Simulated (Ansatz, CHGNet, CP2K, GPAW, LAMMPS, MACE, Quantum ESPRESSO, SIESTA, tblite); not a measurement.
**Forces in glassy 67P2O5-33MgO (mol %) (80 atoms), program by program**

One geometry of glassy 67P2O5-33MgO (mol %) (80 atoms) is solved by several programs and methods. How far do their forces lie from a plane-wave PBE run?

Results are calculated, not measured.

### Step 1. The cell

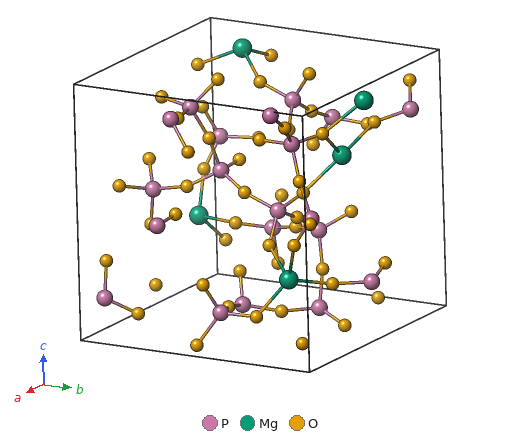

The cell (phosphorus pink, magnesium teal, oxygen orange). Bonds to atoms that aren't drawn are left out.

The cell holds 80 atoms (20 P, 5 Mg and 55 O), with edges of 10.51, 10.51 and 10.51 Å. Recipe: 80 atoms (20 P, 5 Mg, 55 O) placed at random at 2.32 g/cm³, melted at 4000 K for 10 ps at fixed volume with the Morse and Coulomb pair potential with partial charges (Pedone, Malavasi, Menziani, Cormack and Segre, J. Phys. Chem. B 110, 11780 (2006)). Quenched from 4000 K to 300 K at 25 K/ps and fixed volume, held 5 ps. The density is 2.32 g/cm³.

### Step 2. The reference input

Quantum ESPRESSO 7.5: Kohn-Sham DFT, PBE, SSSP efficiency 1.3.0 pseudopotentials, plane waves. Its input, pw.in:

```
&control
  calculation = 'scf'
  pseudo_dir = './pseudo'
  outdir = './tmp'
  disk_io = 'none'
  tprnfor = .true.
  tstress = .true.
/
&system
  ibrav = 0
  nat = 80
  ntyp = 3
  ecutwfc = 60
  ecutrho = 480
  nosym = .true.
  occupations = 'smearing'
  smearing = 'fd'
  degauss = 0.003675
/
&electrons
  conv_thr = 4.0e-07
  electron_maxstep = 100
  mixing_beta = 0.4
  mixing_mode = 'plain'
  diagonalization = 'david'
/
ATOMIC_SPECIES
P 30.974 P.upf
Mg 24.305 Mg.upf
O 15.999 O.upf
CELL_PARAMETERS angstrom
10.51380 0.00000 0.00000
0.00000 10.51380 0.00000
0.00000 0.00000 10.51380
ATOMIC_POSITIONS crystal
P 0.07919 0.07535 0.56718
P 0.57606 0.45722 0.08684
P 0.52913 0.34933 0.58552
P 0.04384 0.54973 0.69074
[... 74 atom lines left out ...]
O 0.87668 0.18071 0.09513
O 0.91938 0.49392 0.25760
K_POINTS gamma
```

```console
$ OMP_NUM_THREADS=1 mpirun -np 4 pw.x -in pw.in > output.txt
```

Run time: 2 min. Hardware: 4 MPI ranks of Arm Neoverse V2, shared host; peak memory 3.5 GiB; 7.8 min of CPU time.

It converged with an r.m.s. force component of 1.5 eV/Å and a pressure of 2.3 GPa.

Its highest filled and lowest empty levels lie 1.15 eV apart on its k-points.

### Step 3. What was run beside it

- CHGNet: machine-learned potential, published weights.
- CP2K 2026.2: Gaussian basis with GTH pseudopotentials and a plane-wave density; labels give functional, basis (MOLOPT sets; SR short-range, UZH the newer set with its own potentials), grid cutoff/relative cutoff and solver (OT: orbital transformation; TRS4, TC2, SIGN: linear-scaling purification with its sparsity filter), or its built-in tight binding.
- GPAW 26.7.0: PAW with atomic orbitals (LCAO), plane waves or a real-space grid of spacing h.
- MACE: machine-learned potential, published weights.
- Quantum ESPRESSO 7.5: plane waves; labels (QE) give functional, pseudopotential set and cutoffs of waves/density.
- SIESTA 5.4.2: numerical atomic orbitals, whose automatically made sets are far from complete, with PseudoDojo norm-conserving potentials that we converted to its format (checked against plane waves on the same files for H, C, O, Si, Ge and Ca alone); labels give functional, basis size, energy shift and mesh cutoff.
- tblite 0.8.0: extended tight binding, driven from Python.

All use the same cell and atoms, and the electronic-structure runs the same k-mesh.

### Step 4. All runs compared

Differences are against the reference: forces as r.m.s. over components, share as that over the reference's r.m.s. force, slope as the fitted ratio of a run's forces to the reference's.

```csv
run,"Δ force, r.m.s. (meV/Å)",share (%),slope,Δ pressure (GPa),Δ gap (eV),cores,CPU time,memory (GiB)
reference,-,-,-,-,-,4,7.8 min,3.5
CHGNet 0.3.0 potential,386,26.1,0.905,-0.769,-,1,3.2 s,0.97
"CP2K PBE, DZVP-MOLOPT-SR, 1200/50 Ry, OT DIIS",237,16.0,1.068,0.761,-0.564,1,8 min,3.8
"CP2K PBE, DZVP-MOLOPT-SR, 1200/50 Ry, TC2 filter 1e-04, SCF 1e-05 (coarse)",411,27.8,1.138,1.30,-,1,2.8 min,3.8
"CP2K PBE, DZVP-MOLOPT-SR, 1200/50 Ry, TC2 filter 1e-05, SCF 1e-06",272,18.4,1.085,0.891,-,1,4 min,3.8
"CP2K PBE, DZVP-MOLOPT-SR, 420/50 Ry, OT DIIS (coarse)",454,30.7,1.070,0.697,-0.571,2,4.5 min,1.1
"GPAW PBE, LCAO dzp, h 0.18 Å",492,33.3,1.102,-,-0.422,1,81 s,1.4
"GPAW PBE, LCAO dzp, h 0.28 Å (coarse)",2135,144,1.050,-,-0.370,1,37 s,0.47
"GPAW PBE, LCAO sz(dzp), h 0.18 Å (coarse)",3207,217,1.050,-,-0.948,1,58 s,1.1
MACE MP-0b2 small potential,347,23.5,0.865,-1.27,-,1,6 s,0.66
MACE MPA-0 medium potential,249,16.8,0.921,-0.968,-,1,6.9 s,1
"QE PBE, sssp-1.3.0-efficiency, 30/240 Ry (coarse)",53.1,3.59,0.994,-33.7,-0.0664,2,3 min,1.2
"SIESTA PBE, DZP, shift 0.01 Ry, mesh 500 Ry",285,19.3,1.104,1.63,-0.506,2,3.1 min,1.6
"SIESTA RPBE, PBE potentials, DZP, shift 0.01 Ry, mesh 500 Ry",286,19.4,1.111,3.28,-0.483,2,3.1 min,1.6
tblite GFN1-xTB,492,33.3,0.993,0.395,-,1,3.7 s,0.11
```

Rows marked coarse were listed beforehand as settings not expected to be converged; some can still land near the reference.

Times of the machine-learned potentials are mostly Python's start and the loading of weights.

Runs without a result: CP2K PBE, DZVP-MOLOPT-SR, 1200/50 Ry, TC2 filter 1e-03, SCF 1e-04 (ended with an error or stopped unconverged).

CPU time is summed over cores on shared hosts, so it is rough.

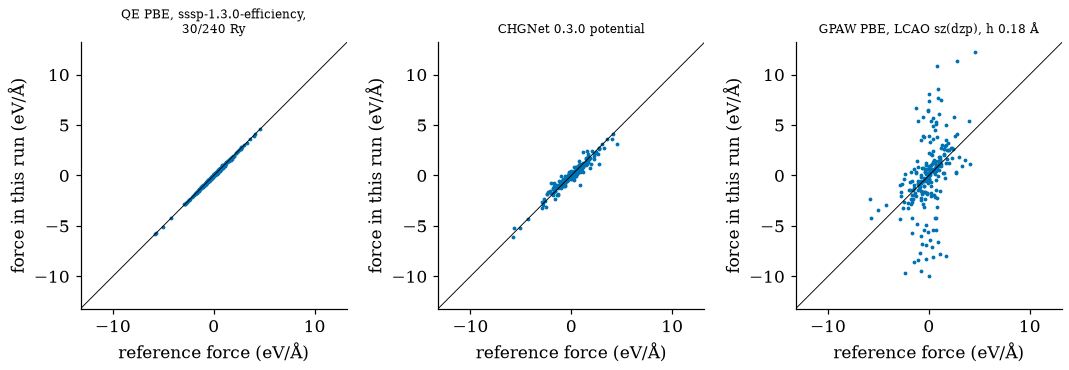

Force components against those of the reference; the line marks equality.

### Step 5. What came out

Forces lie from 3.6 % (QE PBE, sssp-1.3.0-efficiency, 30/240 Ry, coarse) to 217 % (GPAW PBE, LCAO sz(dzp), h 0.18 Å, coarse) of the reference's r.m.s. force of 1.5 eV/Å away from it. The PBE runs in local orbitals, coarse settings apart, differ by 16 % (CP2K PBE, DZVP-MOLOPT-SR, 1200/50 Ry, OT DIIS) to 33 % (GPAW PBE, LCAO dzp, h 0.18 Å); basis, grid and potentials can all enter. Tight binding differs by 33 % (tblite GFN1-xTB); it is another model, with fitted parameters of its own, and the xTB methods hold dispersion. Machine-learned potentials differ by 17 % (MACE MPA-0 medium potential) to 26 % (CHGNet 0.3.0 potential); they were trained on other programs' data.

Rows with another functional or a dispersion term differ by 19 % (SIESTA RPBE, PBE potentials, DZP, shift 0.01 Ry, mesh 500 Ry), which mixes the change of model with differences of basis and potentials, some of them made for another functional. Runs with settings chosen to be coarse differ by 3.6 % (QE PBE, sssp-1.3.0-efficiency, 30/240 Ry) to 217 % (GPAW PBE, LCAO sz(dzp), h 0.18 Å), their programs' other errors included. CP2K PBE, DZVP-MOLOPT-SR, 1200/50 Ry, TC2 filter 1e-04, SCF 1e-05 stiffens the forces by a factor of 1.14 while following their directions (correlation 0.978); the slopes of the 4 CP2K runs lie between 1.07 and 1.14. From CP2K PBE, DZVP-MOLOPT-SR, 420/50 Ry, OT DIIS to the finer CP2K PBE, DZVP-MOLOPT-SR, 1200/50 Ry, TC2 filter 1e-05, SCF 1e-06 the share falls from 31 to 18 %. From GPAW PBE, LCAO dzp, h 0.28 Å to the finer GPAW PBE, LCAO dzp, h 0.18 Å the share falls from 144 to 33 %. Pressures at PBE, coarse settings apart, lie +0.76 to +1.63 GPa from the reference's. Gaps at PBE, coarse settings apart, lie -0.56 to -0.42 eV from the reference's. A pressure off by over 25 GPa (QE PBE, sssp-1.3.0-efficiency, 30/240 Ry) is no usable stress for this cell.

Caveats: Periodic xTB results under one method name differ between programs and library versions. The potentials hold different valence shells: 440 electrons in the reference, 480 in CP2K with DZVP-MOLOPT-SR, 480 in GPAW and 480 in SIESTA; this bears on time and differences. The reference's pressure holds the uncorrected Pulay stress of its 60 Ry basis, so small pressure differences may be the reference's own error. In our tests on small cells the SSSP efficiency potentials stood apart from two norm-conserving sets, for C–F bonds most and for P–O bonds less, so differences from this reference needn't be the other run's error. Machine-learned potentials mimic data converged in k, so the reference's own k-point error enters their differences. The quench rate of 25 K/ps is many orders above laboratory rates, so the cell is likely richer in defects and strain than a real sample. The network of bonds at the start is that of the classical potential that made the cell, and needn't be the one that DFT or experiment would give. The electronic-structure runs sample only Γ, in a cell whose shortest periodic width is 11 Å. Where levels are smeared, the DFT runs use Fermi–Dirac occupations at 580 K (0.05 eV), and energies are free energies. The reference's cutoffs and mesh weren't converged further here.

[Logs are printed without paths, hosts, clocks, repeated set-up lines and the standing remarks that a program may print on its own settings, such as how far it seeks lower states.]

[Hosts, paths, dates, database ids (printed as entryN), source tags and the programs' standing remarks are cut or masked in the printed files.]

[Cells were taken only where this reference lay near another plane-wave run.]
